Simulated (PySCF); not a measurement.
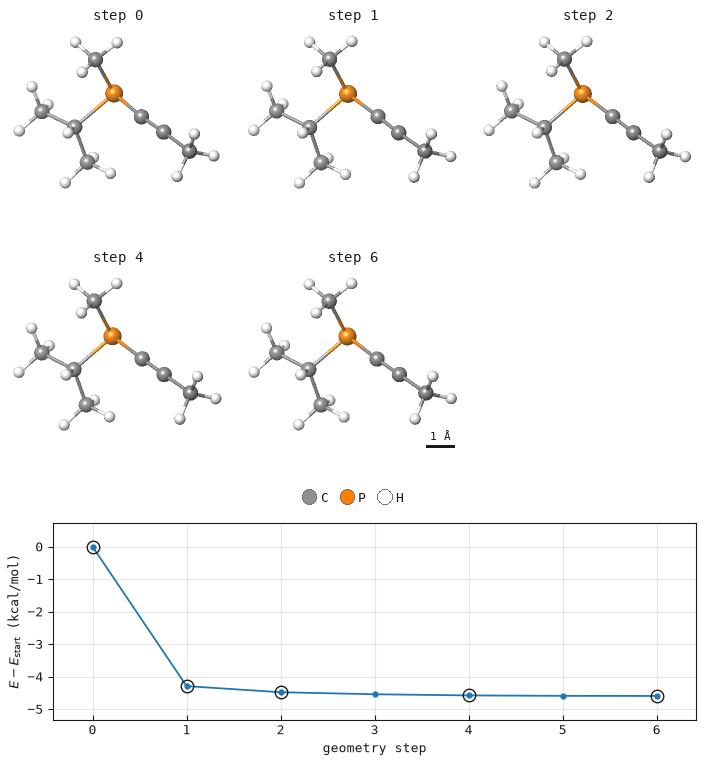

Frames of a relaxation of C$_{7}$H$_{13}$P, marked on the history of the run. A ball-and-stick model, seen at a tilt.

The start comes from GFN2-xTB. Its atoms were then displaced at random by about 0.01 Å.

These are results of PBE0-D3(BJ)/def2-SVP geometry optimisation, gas phase (PySCF 2.14.0, density-fitted response routines), not measurements. 

> Describe the path.

The energy falls by 4.59 kcal/mol in 6 geometry steps. The largest move after the best rigid fit is that of an H atom, 0.13 Å. By element the largest moves are H 0.13 Å, P 0.09 Å, C 0.06 Å. Near-neighbour distances that change, for instance: C–P 1.725 → 1.771 Å, C–H 1.057 → 1.102 Å, C–P 1.908 → 1.877 Å, C–C 1.480 → 1.452 Å. Bond angles that change, for instance: H–C–H 111.2° → 107.9°, C–P–C 96.6° → 99.9°, C–C–H 108.0° → 110.9°. The run took 85 s on 1 thread of AMD EPYC 7R13 Processor (shared host). From step 0 to 1: an H atom moves most (0.09 Å), energy −4.29 kcal/mol. From step 1 to 2: an H atom moves most (0.02 Å), energy −0.19 kcal/mol. From step 2 to 4: an H atom moves most (0.06 Å), energy −0.10 kcal/mol. From step 4 to 6: an H atom moves most (0.03 Å), energy −0.02 kcal/mol.
